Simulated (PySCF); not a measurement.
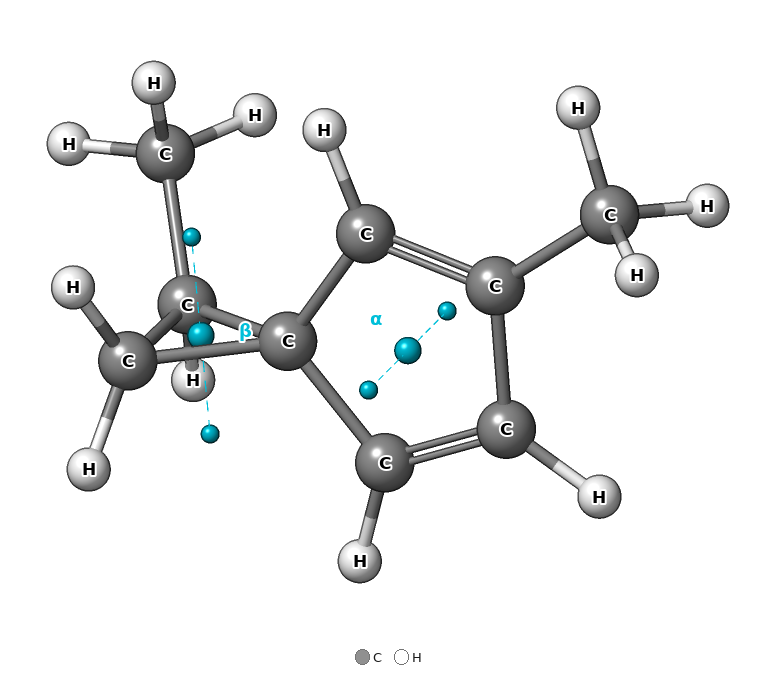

The small points mark where nucleus-independent chemical shifts (NICS) were computed: at the centre of each lettered ring and 1 Å above and below it. The geometry was computed by an optimisation with PBE0-D3(BJ)/def2-SVP. No frequency run is at hand to confirm it as a minimum. Properties computed with GIAO PBE0/pcSseg-1 NMR shielding, non-relativistic, IEF-PCM dichloromethane (PySCF 2.14.0).

Give NICS(0), NICS(1) and the out-of-plane component NICS(1)zz for each ring (means of the two sides).

```csv
ring,members,NICS(0),NICS(1),NICS(1)zz
α,C5,−3.4,−5.7,−11.6
β,C3,−42.2,−6.9,−20.1
```

Values in ppm.
